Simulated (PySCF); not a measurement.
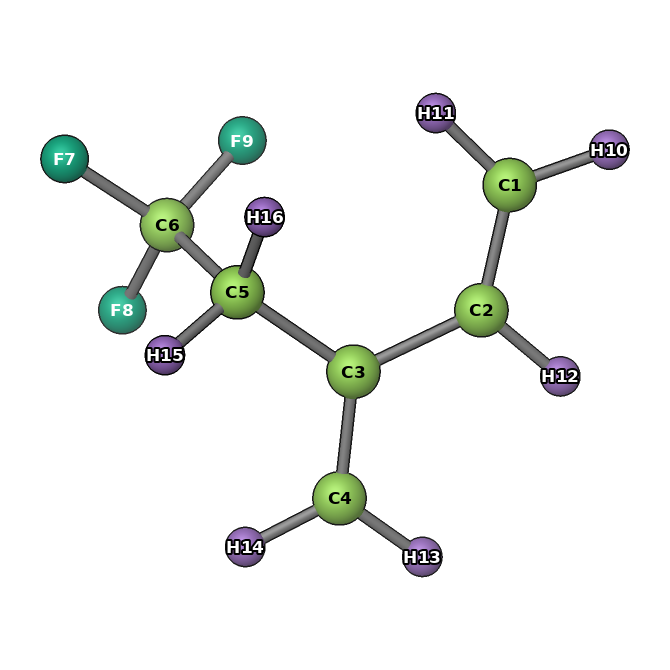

Computed geometry: PBE0-D3(BJ)/def2-SVP optimisation. No frequency run is at hand to confirm it as a minimum. Method: B3LYP/pcJ-1 indirect spin-spin coupling, non-relativistic, gas phase (PySCF 2.14.0). Isotopes: 13C, 19F, 1H.

Give the spin–spin coupling constants of these pairs, with the number of bonds between them: C5/F8, F7/F9, F7/F8, F8/F9, C3/F9, F7/H15, F8/H15, F8/H16.

| pair | bonds apart | J (Hz) |
| --- | --- | --- |
| C5, F8 | 2 | 32.1 |
| F7, F9 | 2 | 64.5 |
| F7, F8 | 2 | 63.3 |
| F8, F9 | 2 | 60.6 |
| C3, F9 | 3 | −1.7 |
| F7, H15 | 3 | 1.8 |
| F8, H15 | 3 | 3.8 |
| F8, H16 | 3 | 26.2 |

Density functionals are unreliable for couplings to fluorine, so those rows may be far off.
